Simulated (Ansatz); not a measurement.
The starting structures come from a database of crystals and need not be the phases stable at ambient conditions.

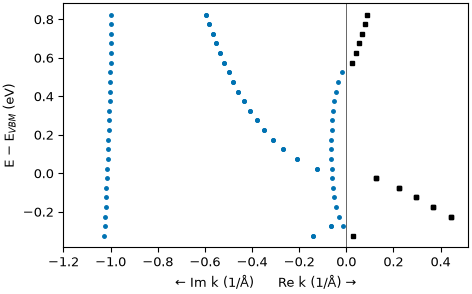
Fig. 1. Complex bands at the centre of the two-dimensional zone; r2SCAN (Ansatz, an electronic-structure program)

No gap correction and no spin-orbit coupling; mid-gap values are interpolated between computed energies.

Problem. This is InGaN$_{2}$ (P3m1, not sure to be the ambient phase, 4 atoms a cell, 13.9 Å³ an atom, -5 GPa at this level) along the normal of (001). Read off the slowest decay at the centre of the two-dimensional zone at 0.28 eV, the computed energy nearest the middle of the gap.

Solution. κ ≈ 0.06 1/Å, a decay length 1/(2κ) of the density of 8.3 Å.
